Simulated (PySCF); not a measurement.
Input file:

```
{"job": {"kind": "epr", "basis": "pcH-1"}, "charge": 0, "multiplicity": 2}
C     -2.459462    -0.656457     1.169790
C     -1.326177    -0.633186     0.431035
C     -0.407655     0.426156     0.465701
C      0.785035     0.506536    -0.280879
C      1.604393     1.579945    -0.122725
F      2.746949     1.716108    -0.810404
C      1.177265    -0.580677    -1.236313
Cl     1.667939    -2.053423    -0.330486
H     -2.714830     0.153647     1.831413
H     -3.144224    -1.483569     1.124222
H     -1.111612    -1.477739    -0.207833
H     -0.625100     1.253979     1.126608
H      1.418821     2.411318     0.538183
H      0.348766    -0.868270    -1.882202
H      2.035479    -0.286379    -1.838022
```

Command:

```sh
OMP_NUM_THREADS=1 python probes_run.py task.json out
```

Geometry: GFN2-xTB.

Method: PySCF 2.14.0, density-fitted response routines, UKS B3LYP, pcH-1 on C Cl F H, non-relativistic, mean-field spin-orbit, GIAO.

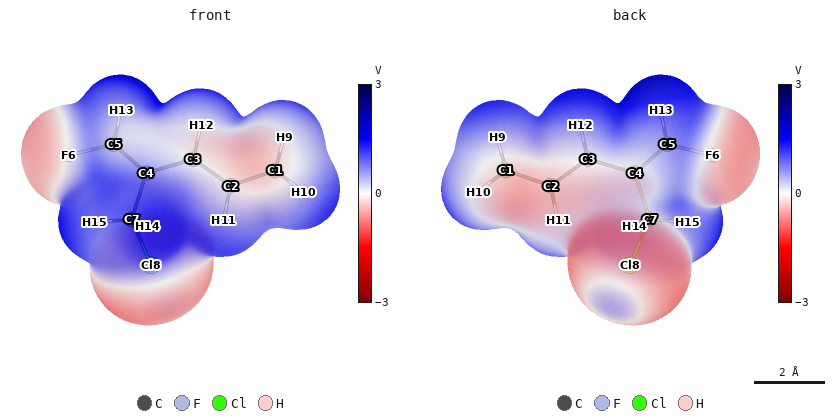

C6H7ClF (SMILES C=C[CH]/C(=C/F)CCl) (doublet). The electrostatic potential painted on the density surface at 0.004 e/bohr³, seen from the front and from behind; the colour scale runs from red (negative) to blue (positive).

Q: Describe the electrostatic potential map.

A: The most negative region (about −0.8 V, or −18 kcal/mol for a unit charge) lies over Cl8, the most positive (about +2.0 V, or +46 kcal/mol for a unit charge) over H13. Cl8 shows a σ-hole: about +0.5 V, or +12 kcal/mol for a unit charge at the tip opposite its bond, against about −0.6 V, or −14 kcal/mol for a unit charge on its flanks.
